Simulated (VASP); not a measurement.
Band structure of PbS (space group P-6m2). Computed with r2SCAN meta-GGA, VASP's PBE PAW potentials (set 64) (plane waves; VASP).

Unless said otherwise, spin-orbit coupling is left out, though it shifts the bands of the heavy elements here.

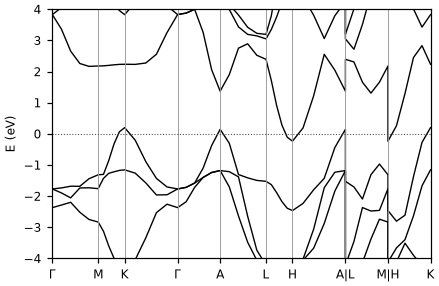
Figure: Bands along high-symmetry lines, zero at the valence-band maximum or, without a gap, the Fermi level

### Question
Read the plot: is there a gap, and where are the band edges?

### Answer
It has no gap at this level: it comes out as a metal or semimetal.

The structure comes from a computed database's PbS entry (P-6m2); how it stands against other phases isn't given here. It was relaxed first.
